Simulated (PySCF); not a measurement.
# C₃H₈O₂Si₂: what the fields show

```xyz
15

C     3.5062   -0.1974    0.8796
C     2.5644   -0.1507    0.1413
C     1.3887   -0.1018   -0.6900
Si   -0.1488   -0.6807    0.2823
O    -0.2970    0.1484    1.6727
O    -1.4547   -0.3573   -0.6071
Si   -2.9684    0.1986   -0.7839
H     4.3572   -0.2362    1.4911
H     1.2479    0.9232   -1.0428
H     1.5519   -0.7269   -1.5686
H    -0.1484   -2.1188    0.5271
H     0.4636    0.2903    2.2297
H    -2.9458    1.6525   -0.6327
H    -3.8207   -0.4285    0.2237
H    -3.3008   -0.2179   -2.1445
```

Geometry: GFN2-xTB.

Level of theory: PBE0/pcSseg-1, SCF density, gas phase, non-relativistic (PySCF 2.14.0).

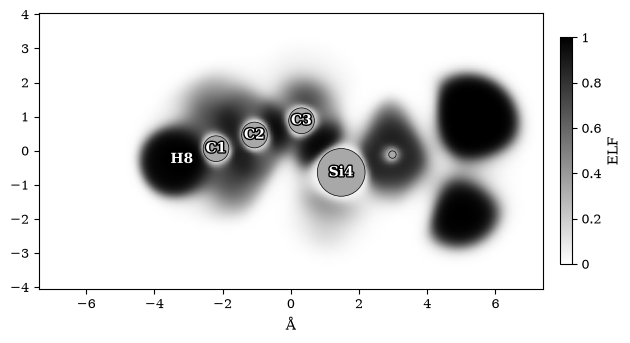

Figure 1. ELF on the plane of atoms C2, C3 and Si4. Grey discs cover the atomic cores.

**Read the bonding off the picture.**

The section cuts through C, Si and H sites. C–C (1.20 Å): the ELF peaks at about 0.85 between the atoms; a short, multiple covalent bond. C–Si (1.91 Å): the ELF peaks at about 0.95 between the atoms: a covalent bond. C–H (1.05 Å): the ELF climbs to about 1 towards the hydrogen, as it does in any bond to H (a covalent bond by its length). The ELF also peaks beside O6, away from the bonds: lone-pair regions.

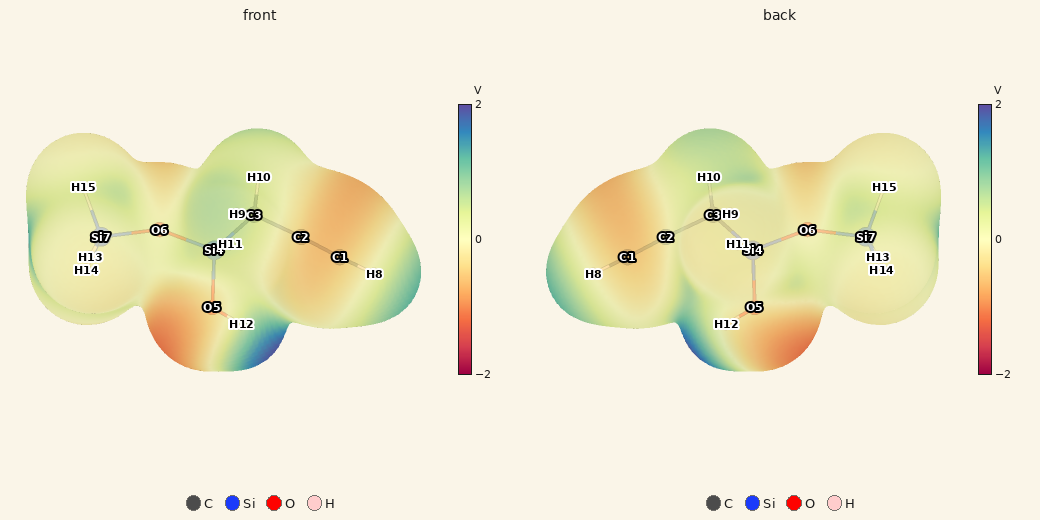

Figure 2. The molecular electrostatic potential painted on the density surface at 0.001 e/bohr³, seen from the front and from behind; the colour scale runs from red (negative) to blue (positive).

**Where is the surface potential most negative and most positive?**

The most negative region (about −1.1 V, or −25 kcal/mol for a unit charge) lies over O5, the most positive (about +1.8 V, or +42 kcal/mol for a unit charge) over H12. O5 is the likeliest acceptor of a hydrogen bond.

**What dipole moment does the calculation give?**

Its dipole moment is 0.51 D.
